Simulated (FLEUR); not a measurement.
# Collinear magnetic orders of GdRu2 with FLEUR, part 2 of 2

Does GdRu2 prefer parallel or opposed moments?

FLEUR MaX-R8.1; LDA (VWN) with U = 3.6 eV on Gd f; all-electron FLAPW, Dirac cores, scalar-relativistic bands.

So far. Step 2 (Order 1, typed as ferro ++): After 27 cycles the largest moment stands at 7.09 μB.

### Step 3. Start 2: antiferro +-

Another pattern of signs weighs the neighbour shells otherwise.

The input, inp.xml:

```
<?xml version="1.0" encoding="UTF-8" standalone="no"?>
<fleurInput fleurInputVersion="0.39">
   <comment>
      GdRu2
   </comment>
   <calculationSetup>
      <cutoffs Kmax="3.6" Gmax="10.8" GmaxXC="10.8" numbands="0"/>
      <scfLoop itmax="130" minDistance="0.0001" maxIterBroyd="15" imix="Anderson" alpha="0.05" precondParam="0.0" spinf="2.0" sdNocoIR="T"/>
      <coreElectrons ctail="T" frcor="F" kcrel="0" coretail_lmax="0"/>
      <xcFunctional name="vwn" relativisticCorrections="F"/>
      <magnetism jspins="2"/>
      <soc l_soc="F" theta="0.0" phi="0.0" spav="F"/>
      <expertModes spex="0" secvar="F"/>
      <geometryOptimization l_f="F" forcealpha="1.0" forcemix="BFGS" epsdisp="0.00001" epsforce="0.00001"/>
      <ldaU l_linMix="F" mixParam="0.05" spinf="1.0"/>
   </calculationSetup>
   <cell>
      <bzIntegration valenceElectrons="92.0" mode="hist" fermiSmearingEnergy="0.00293995">
         <kPointListSelection listName="default-1"/>
         <xi:include xmlns:xi="http://www.w3.org/2001/XInclude" href="kpts.xml"> </xi:include>
      </bzIntegration>
      <xi:include xmlns:xi="http://www.w3.org/2001/XInclude" href="sym.xml"> </xi:include>
      <bulkLattice scale="1.0">
         <bravaisMatrix>
            <row-1>    5.0452222777843287     2.9128604401891507     8.2179393667008007</row-1>
            <row-2>   -5.0452222777843287     2.9128604401891507     8.2179393667008007</row-2>
            <row-3>    0.0000000000000000    -5.8257208803971992     8.2179393667008007</row-3>
         </bravaisMatrix>
      </bulkLattice>
   </cell>
   <atomSpecies>
      <species name="Gadolinium7.000" element="Gd" atomicNumber="64">
         <mtSphere radius="2.8" gridPoints="925" logIncrement="0.014"/>
         <atomicCutoffs lmax="10" lnonsphr="8"/>
         <electronConfig flipSpins="F">
            <coreConfig>(1s1/2) (2s1/2) (2p1/2) (2p3/2) (3s1/2) (3p1/2) (3p3/2) (4s1/2) (3d3/2) (3d5/2) (4p1/2) (4p3/2) (4d3/2) (4d5/2)</coreConfig>
            <valenceConfig>(5s1/2) (5p1/2) (5p3/2) (6s1/2) (4f5/2) (4f7/2) (5d3/2) (5d5/2)</valenceConfig>
            <stateOccupation state="(4f5/2)" spinUp="2.5" spinDown="0.5"/>
            <stateOccupation state="(4f7/2)" spinUp="4.0" spinDown="0.0"/>
            <stateOccupation state="(5d3/2)" spinUp="0.4" spinDown="0.0"/>
            <stateOccupation state="(5d5/2)" spinUp="0.6" spinDown="0.0"/>
         </electronConfig>
         <energyParameters s="6" p="6" d="5" f="4"/>
         <ldaU l="3" U="3.6" J="0.0" l_amf="F"/>
         <lo type="SCLO" l="0" n="5" eDeriv="0"/>
         <lo type="SCLO" l="1" n="5" eDeriv="0"/>
      </species>
      <species name="Gadolinium-7.000" element="Gd" atomicNumber="64">
         <mtSphere radius="2.8" gridPoints="925" logIncrement="0.014"/>
         <atomicCutoffs lmax="10" lnonsphr="8"/>
         <electronConfig flipSpins="F">
            <coreConfig>(1s1/2) (2s1/2) (2p1/2) (2p3/2) (3s1/2) (3p1/2) (3p3/2) (4s1/2) (3d3/2) (3d5/2) (4p1/2) (4p3/2) (4d3/2) (4d5/2)</coreConfig>
            <valenceConfig>(5s1/2) (5p1/2) (5p3/2) (6s1/2) (4f5/2) (4f7/2) (5d3/2) (5d5/2)</valenceConfig>
            <stateOccupation state="(4f5/2)" spinUp="0.5" spinDown="2.5"/>
            <stateOccupation state="(4f7/2)" spinUp="0.0" spinDown="4.0"/>
            <stateOccupation state="(5d3/2)" spinUp="0.0" spinDown="0.4"/>
            <stateOccupation state="(5d5/2)" spinUp="0.0" spinDown="0.6"/>
         </electronConfig>
         <energyParameters s="6" p="6" d="5" f="4"/>
         <ldaU l="3" U="3.6" J="0.0" l_amf="F"/>
         <lo type="SCLO" l="0" n="5" eDeriv="0"/>
         <lo type="SCLO" l="1" n="5" eDeriv="0"/>
      </species>
      <species name="Ruthenium (Ru)" element="Ru" atomicNumber="44">
         <mtSphere radius="2.46" gridPoints="813" logIncrement="0.016"/>
         <atomicCutoffs lmax="10" lnonsphr="8"/>
         <electronConfig flipSpins="F">
            <coreConfig>(1s1/2) (2s1/2) (2p1/2) (2p3/2) (3s1/2) (3p1/2) (3p3/2) (4s1/2) (3d3/2) (3d5/2)</coreConfig>
            <valenceConfig>(4p1/2) (4p3/2) (5s1/2) (4d3/2) (4d5/2)</valenceConfig>
            <stateOccupation state="(5s1/2)" spinUp="0.500000" spinDown="0.500000"/>
            <stateOccupation state="(4d3/2)" spinUp="1.400000" spinDown="1.400000"/>
            <stateOccupation state="(4d5/2)" spinUp="2.100000" spinDown="2.100000"/>
         </electronConfig>
         <energyParameters s="5" p="5" d="4" f="4"/>
         <lo type="SCLO" l="1" n="4" eDeriv="0"/>
      </species>
   </atomSpecies>
   <atomGroups>
      <atomGroup species="Gadolinium7.000">
         <relPos label="                   1">.3750507400 .3750507400 .3750507400</relPos>
         <force calculate="T" relaxXYZ="TTT"/>
      </atomGroup>
      <atomGroup species="Gadolinium-7.000">
         <relPos label="                   2">-.3749924300 -.3749924300 -.3749924300</relPos>
         <force calculate="T" relaxXYZ="TTT"/>
      </atomGroup>
      <atomGroup species="Ruthenium (Ru)">
         <relPos label="                   3">-.0000041200 -.0000041200 -.0000041200</relPos>
         <force calculate="T" relaxXYZ="TTT"/>
      </atomGroup>
      <atomGroup species="Ruthenium (Ru)">
         <relPos label="                   4">.0000489500 .0000489500 -.4999958600</relPos>
         <relPos label="                   5">-.4999958600 .0000489500 .0000489500</relPos>
         <relPos label="                   6">.0000489500 -.4999958600 .0000489500</relPos>
         <force calculate="T" relaxXYZ="TTT"/>
      </atomGroup>
   </atomGroups>
   <output dos="F" band="F" slice="F">
      <bandDOS minEnergy="-.5*Htr" maxEnergy="0.5*Htr" sigma="0.015" storeEVData="T"/>
      <plotting iplot="0" polar="F">
         <plot TwoD="T" vec1="  1.0  0.0  0.0" vec2="  0.0  1.0  0.0" vec3="  0.0  0.0  1.0" zero="  0.0  0.0  0.0" file="plot"/>
      </plotting>
      <moessbauerParams electricFieldGradient="F" isomerShift="F" coreHyperfine="F" valenceHyperfine="F"/>
   </output>
</fleurInput>
```

The input, crystal.txt:

```
GdRu2
&input film=F cartesian=F /
2.66981665338  1.54141936351  4.34874623350
-2.66981665338  1.54141936351  4.34874623350
0.00000000000  -3.08283872703  4.34874623350
1.8897261246
1.0 1.0 1.0

6
64 0.37505074000  0.37505074000  0.37505074000 : 7.000
64 0.62500757000  0.62500757000  0.62500757000 : -7.000
44 0.99999588000  0.99999588000  0.99999588000
44 0.00004895000  0.00004895000  0.50000414000
44 0.50000414000  0.00004895000  0.00004895000
44 0.00004895000  0.50000414000  0.00004895000

&kpt div1=6 div2=6 div3=6 gamma=T /
```

Launch:

```bash
> OMP_NUM_THREADS=1 inpgen -f crystal.txt > inpgen.log  # inp.xml is then edited as shown
> OMP_NUM_THREADS=1 mpirun -n 4 fleur_MPI > fleur.log
```

Log:

```text
[banner, memory and clock lines left out]
Welcome to FLEUR        (www.flapw.de)
      MaX-Release 8.1          (www.max-centre.eu)

 ========== k-point set info ==========
 Selected k-point list: default-1
 k-point list type: mesh
 6 x 6 x 6
 Number of k points: 32

 ------------Calculation Setup---------------------------
 Number of PE/node        :            4
 Number of OMP-threads    :            1
 k-points in parallel     :            4
 pe's per k-point         :            1
 No of k-point loops      :            8
 Eigenvalue solver        :       lapack
 Number of basis functions:          624
 Approximate size of matrices (H+S) per k-point:         0.012 GB
 Iteration:     1   Distance:      19.68159013 me/bohr^3
 Iteration:     2   Distance:      18.89134652 me/bohr^3
 Iteration:     3   Distance:      14.98871289 me/bohr^3
 Iteration:     4   Distance:       7.42818897 me/bohr^3
 Iteration:     5   Distance:       7.71862886 me/bohr^3
 Iteration:     6   Distance:       2.61100459 me/bohr^3
 Iteration:     7   Distance:       1.16443786 me/bohr^3
 Iteration:     8   Distance:       0.95728456 me/bohr^3
 Iteration:     9   Distance:       0.65599491 me/bohr^3
 Iteration:    10   Distance:       0.37801319 me/bohr^3
 Iteration:    11   Distance:       0.12316021 me/bohr^3
 Iteration:    12   Distance:       0.07498411 me/bohr^3
 Iteration:    13   Distance:       0.02341223 me/bohr^3
 Iteration:    14   Distance:       0.01912646 me/bohr^3
 Iteration:    15   Distance:       0.01239686 me/bohr^3
 Iteration:    16   Distance:       0.00962088 me/bohr^3
 Iteration:    17   Distance:       0.00928114 me/bohr^3
 Iteration:    18   Distance:       0.00534257 me/bohr^3
 Iteration:    19   Distance:       0.00343016 me/bohr^3
 Iteration:    20   Distance:       0.00112454 me/bohr^3
 Iteration:    21   Distance:       0.00049996 me/bohr^3
 Iteration:    22   Distance:       0.00018780 me/bohr^3
 Iteration:    23   Distance:       0.00010209 me/bohr^3
 Iteration:    24   Distance:       0.00003556 me/bohr^3

 ********************************************************************
 Run finished successfully
 Stop message:
   all done
 ********************************************************************

--- out.xml (last complete iteration) ---
<iteration numberForCurrentRun="   24" overallNumber="   24">
         [... left out ...]
         <bandgap value="0.0000056502" units="eV"/>
         <sumValenceSingleParticleEnergies value="-19.3403607978" units="Htr"/>
         <FermiEnergy value="0.4299523953" units="Htr"/>
         <valenceDensity>
            <mtCharges spin="1">
               <mtCharge atomType="1" total="11.6510239" s="1.1139421" p="3.0125476" d="0.5438215" f="6.9741299"/>
               <mtCharge atomType="2" total="4.5897672" s="1.1029020" p="2.9850824" d="0.4239949" f="0.0710976"/>
               <mtCharge atomType="3" total="6.2997042" s="0.2063952" p="3.1280240" d="2.9395214" f="0.0200746"/>
               <mtCharge atomType="4" total="6.2993721" s="0.2060608" p="3.1274393" d="2.9403990" f="0.0198560"/>
            </mtCharges>
            <mtCharges spin="2">
               <mtCharge atomType="1" total="4.5897625" s="1.1029015" p="2.9850820" d="0.4239919" f="0.0710971"/>
               <mtCharge atomType="2" total="11.6510302" s="1.1139427" p="3.0125482" d="0.5438262" f="6.9741301"/>
               <mtCharge atomType="3" total="6.2996911" s="0.2063951" p="3.1280244" d="2.9395077" f="0.0200747"/>
               <mtCharge atomType="4" total="6.2993742" s="0.2060608" p="3.1274395" d="2.9404009" f="0.0198559"/>
            </mtCharges>
            <spinDependentCharge spin="1" total="46.0000022" interstitial="4.5613904" mtSpheres="41.4386118"/>
            <spinDependentCharge spin="2" total="45.9999978" interstitial="4.5613914" mtSpheres="41.4386063"/>
            <totalCharge value="92.0000000000"/>
         </valenceDensity>
         [... left out ...]
         <magneticMomentsInMTSpheres units="muBohr">
            <globalMagMoment atomType="1" vec="0.00000   0.00000   7.06126"/>
            <localMagMoment atomType="1" vec="0.00000   0.00000   7.06126"/>
            <globalMagMoment atomType="2" vec="0.00000   0.00000  -7.06126"/>
            <localMagMoment atomType="2" vec="0.00000   0.00000  -7.06126"/>
            <globalMagMoment atomType="3" vec="0.00000   0.00000   0.00001"/>
            <localMagMoment atomType="3" vec="0.00000   0.00000   0.00001"/>
            <globalMagMoment atomType="4" vec="0.00000   0.00000   0.00000"/>
            <localMagMoment atomType="4" vec="0.00000   0.00000   0.00000"/>
         </magneticMomentsInMTSpheres>
         [... left out ...]
         <totalEnergy value="   -40655.9006396205" units="Htr">
            <sumOfEigenvalues value="   -24641.0501964858">
               <coreElectrons value="-24621.7098356880"/>
               <valenceElectrons value="-19.3403607978"/>
            </sumOfEigenvalues>
            <densityCoulombPotentialIntegral value="-66728.9992402546"/>
            <densityEffectivePotentialIntegral value="-68059.5217326784"/>
            <chargeDenXCDenIntegral value="-1003.2008243854"/>
            <FockExchangeEnergyValence value="0.0000000000"/>
            <FockExchangeEnergyCore value="0.0000000000"/>
         [... left out ...]
            <dftUCorrection value="-0.9193505889"/>
            <tkbTimesEntropy value="0.0053239324"/>
            <freeEnergy value="-40655.9059635529"/>
            <extrapolationTo0K value="-40655.9033015867"/>
         </totalEnergy>
         [... left out ...]
         <ldaUDensityMatrixConvergence>
            <distance spin="1" distance="0.000002"/>
            <distance spin="2" distance="0.000002"/>
         </ldaUDensityMatrixConvergence>
         <densityConvergence units="me/bohr^3">
            <chargeDensity spin="1" distance="0.0000223905"/>
            <chargeDensity spin="2" distance="0.0000231515"/>
            <overallChargeDensity distance="0.0000355590"/>
            <spinDensity distance="0.0000284643"/>
         </densityConvergence>
      </iteration>
```

The job ended after 1.7 min (4 MPI ranks of AMD EPYC 9R45, shared host; peak memory 0.64 GiB).

Spin moment in the muffin-tin sphere by atom:

```csv
atom,spin moment in the muffin-tin sphere (μB)
Gd1,7.06
Gd2,-7.06
Ru3,0.00
Ru4,0.00
Ru5,0.00
Ru6,0.00
```

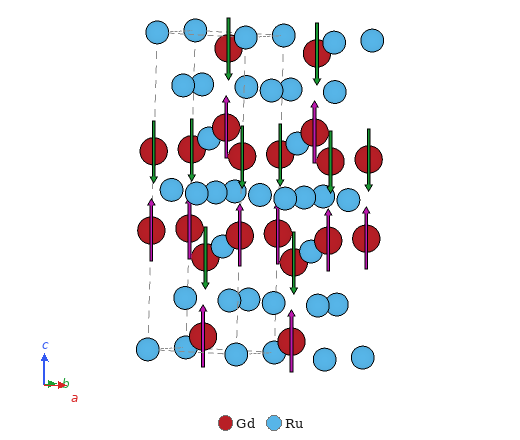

Spin moment in the muffin-tin sphere as arrows, the longest 7.06 μB. Up and down stand for the sign. Arrows give size and sign along the axis of quantisation, drawn up and down the page. The two directions have two colours. 2×1×1 conventional cells are drawn. Some periodic images of atoms are drawn too.

Read from the output:

```yaml
free_energy: -1106303.5604 eV
program_s_band_gap_on_this_mesh_in_a_metal_only_a_level_spacing: 5.65e-6 eV
magnetization: 0 μB
final_state: antiferromagnetic
```

It lies 12.8 meV a seeded atom over the first start, and its largest moment is 7.06 μB against 7.09 μB.

### Step 4. Ranking

Free energies are divided by the number of seeded atoms.

Orders:

```csv
start,final state,typed order kept,energy over the lowest (meV a seeded atom),largest sphere moment (μB),net moment (μB a primitive cell),mesh matched,CPU time (s)
ferro ++,"ferromagnetic, with opposed induced moments",yes,0,7.091,13.67,yes,287.5
antiferro +-,antiferromagnetic,yes,12.77,7.061,0,yes,402.6
```

### Step 5. Results

| Quantity | Value |
| --- | --- |
| lowest state found | ferromagnetic (typed ferro ++) |
| largest site spin moment | 7.09 μB |
| next finished state | antiferromagnetic, 12.8 meV a seeded atom higher |

What this shows: The lowest state found is ferromagnetic, reached from the start ferro ++, with moments up to 7.09 μB. The next finished state costs 13 meV a seeded atom. This is the lowest of 2 finished starts, no proof of the ground state. The f shell is half filled, so the spin-only picture is fair.

[Logs and program files are shortened in this print: banners, set-up blocks, solver, clock and traceback lines can be left out without a mark of their own.]

[Logs are printed without paths, hosts, clocks, repeated set-up lines and the standing remarks that a program may print on its own settings, such as how far it seeks lower states.]

[Hosts, paths, dates, database ids (printed as entryN), source tags and the programs' standing remarks are cut or masked in the printed files.]

[Where a cell is said to come from a database of computed structures, the database is the Materials Project.]
